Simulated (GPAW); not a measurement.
AlNH4: geometry relaxation (part 5 of 5)

The same run, continued: AlNH4, SMILES [NH2][AlH2]; WC/plane waves, scalar-relativistic datasets (GPAW 26.7.0). The atoms were displaced at random from an optimised geometry.

Geometry of the input (Å):
```
N  0.0089  -0.8625  -0.0200
Al 0.0942  0.6328  -0.1213
H  0.6953  -1.6733  -0.5496
H  -0.4576  -1.3653  0.7001
H  0.1498  1.6661  -1.6594
H  -0.2809  1.5941  1.0061
```

Trajectory as extended XYZ, continued:
```
6
Properties=species:S:1:pos:R:3:forces:R:3 step=17 energy=-22.57170
N     6.9997    6.1018    7.2637   -0.0634  -0.1600   0.0885
Al    6.8852    7.8710    7.1046    0.0678  -0.0405  -0.0881
H     7.3334    5.4242    6.5493    0.0087  -0.0942  -0.0847
H     6.7444    5.5866    8.1371    0.0508  -0.0379  -0.0699
H     7.2810    8.4748    5.6906    0.0023   0.0948  -0.0278
H     6.4204    8.6270    8.4132   -0.0665   0.1467   0.0745
6
Properties=species:S:1:pos:R:3:forces:R:3 step=18 energy=-22.57402
N     6.9984    6.1000    7.2622   -0.0621  -0.1040   0.1133
Al    6.8869    7.8692    7.1046    0.0441   0.0376  -0.0588
H     7.3219    5.4271    6.5411    0.0414  -0.1394  -0.1299
H     6.7606    5.5813    8.1373    0.0280  -0.0446  -0.0470
H     7.2901    8.4740    5.6876   -0.0178   0.0692   0.0259
H     6.4103    8.6321    8.4142   -0.0264   0.0949  -0.0054
6
Properties=species:S:1:pos:R:3:forces:R:3 step=19 energy=-22.57584
N     6.9958    6.0963    7.2612   -0.0291  -0.0288   0.0664
Al    6.8910    7.8674    7.1036    0.0039   0.0663   0.0018
H     7.3150    5.4265    6.5356    0.0512  -0.1451  -0.1345
H     6.7703    5.5750    8.1365    0.0070  -0.0593  -0.0046
H     7.2941    8.4767    5.6863   -0.0214   0.0479   0.0485
H     6.4034    8.6379    8.4136    0.0123   0.0438  -0.0762
6
Properties=species:S:1:pos:R:3:forces:R:3 step=20 energy=-22.57740
N     6.9924    6.0919    7.2605    0.0263   0.0020  -0.0218
Al    6.8960    7.8662    7.1029   -0.0354   0.0513   0.0516
H     7.3110    5.4231    6.5306    0.0322  -0.0917  -0.0796
H     6.7763    5.5675    8.1356   -0.0042  -0.0586   0.0165
H     7.2952    8.4816    5.6864   -0.0159   0.0300   0.0540
H     6.3987    8.6437    8.4108    0.0409   0.0065  -0.1166
6
Properties=species:S:1:pos:R:3:forces:R:3 step=21 energy=-22.57855
N     6.9888    6.0872    7.2590    0.0715   0.0367  -0.0719
Al    6.9010    7.8651    7.1029   -0.0608   0.0005   0.0629
H     7.3124    5.4166    6.5307    0.0168  -0.0428  -0.0518
H     6.7747    5.5605    8.1331   -0.0085  -0.0446   0.0329
H     7.2911    8.4889    5.6880   -0.0017   0.0146   0.0466
H     6.3990    8.6485    8.4058    0.0486  -0.0083  -0.1100
6
Properties=species:S:1:pos:R:3:forces:R:3 step=22 energy=-22.57932
N     6.9883    6.0847    7.2578    0.0981  -0.0276  -0.1028
Al    6.9025    7.8647    7.1039   -0.0549  -0.0407   0.0286
H     7.3128    5.4121    6.5270   -0.0204   0.0417   0.0340
H     6.7755    5.5557    8.1327    0.0035  -0.0116  -0.0177
H     7.2899    8.4929    5.6900    0.0020   0.0050   0.0467
H     6.3991    8.6515    8.4009    0.0407  -0.0028  -0.0760
6
Properties=species:S:1:pos:R:3:forces:R:3 step=23 energy=-22.57988
N     6.9886    6.0820    7.2558    0.0826   0.0008  -0.0574
Al    6.9028    7.8633    7.1047   -0.0396  -0.0754  -0.0187
H     7.3172    5.4072    6.5297   -0.0161   0.0403   0.0080
H     6.7703    5.5531    8.1300    0.0090   0.0026  -0.0241
H     7.2850    8.4979    5.6926    0.0093  -0.0029   0.0397
H     6.4034    8.6533    8.3963    0.0217   0.0091  -0.0276
6
Properties=species:S:1:pos:R:3:forces:R:3 step=24 energy=-22.58043
N     6.9917    6.0809    7.2542    0.0503  -0.0154  -0.0129
Al    6.9005    7.8619    7.1053   -0.0149  -0.0751  -0.0586
H     7.3170    5.4061    6.5265   -0.0172   0.0435   0.0146
H     6.7723    5.5519    8.1293    0.0178   0.0141  -0.0603
H     7.2859    8.4987    5.6947    0.0053  -0.0056   0.0379
H     6.4042    8.6547    8.3930    0.0075   0.0167   0.0042
6
Properties=species:S:1:pos:R:3:forces:R:3 step=25 energy=-22.58106
N     6.9967    6.0792    7.2517   -0.0022   0.0006   0.0418
Al    6.8970    7.8589    7.1049    0.0096  -0.0476  -0.0799
H     7.3142    5.4059    6.5207   -0.0032   0.0182  -0.0067
H     6.7783    5.5498    8.1271    0.0179   0.0089  -0.0727
H     7.2891    8.4989    5.6981   -0.0008  -0.0073   0.0274
H     6.4037    8.6573    8.3887   -0.0027   0.0123   0.0237
6
Properties=species:S:1:pos:R:3:forces:R:3 step=26 energy=-22.58137
N     6.9996    6.0782    7.2503   -0.0225   0.0120   0.0429
Al    6.8953    7.8567    7.1036    0.0117  -0.0169  -0.0576
H     7.3103    5.4068    6.5154    0.0066   0.0044  -0.0165
H     6.7851    5.5475    8.1250    0.0079  -0.0046  -0.0540
H     7.2926    8.4985    5.7004   -0.0030  -0.0052   0.0098
H     6.4017    8.6596    8.3859   -0.0002  -0.0013   0.0159
6
Properties=species:S:1:pos:R:3:forces:R:3 step=27 energy=-22.58150
N     7.0004    6.0779    7.2499   -0.0188   0.0158   0.0142
Al    6.8951    7.8557    7.1022    0.0024   0.0006  -0.0235
H     7.3079    5.4074    6.5129    0.0100   0.0031  -0.0198
H     6.7888    5.5456    8.1233   -0.0027  -0.0169  -0.0242
H     7.2943    8.4984    5.7016   -0.0003  -0.0012  -0.0082
H     6.4004    8.6606    8.3846    0.0053  -0.0114   0.0032
```

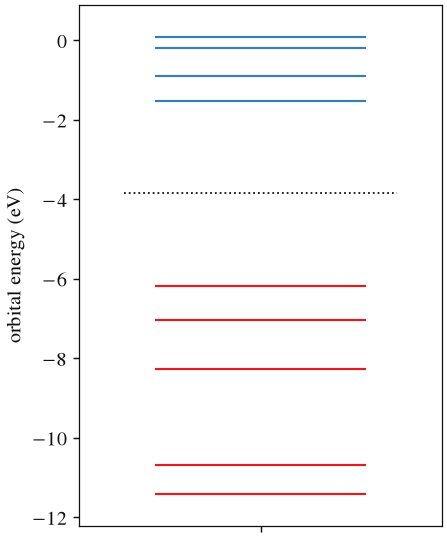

Orbital energies near the frontier; the dotted line parts filled from empty levels, and levels within 0.02 eV of each other stand side by side. Highest filled −6.18 eV, lowest empty −1.52 eV, 4.66 eV apart.

Key numbers:

- outcome: converged
- energy relative to the program's reference atoms: −22.5815 eV
- largest force: 0.030 eV/Å
- HOMO: −6.18 eV
- LUMO: −1.52 eV
- dipole moment: 1.14 D
- wall time: 3.1 min
- peak memory: 0.53 GiB

Further notes kept with the run: datasets made with stock radii, not tested.
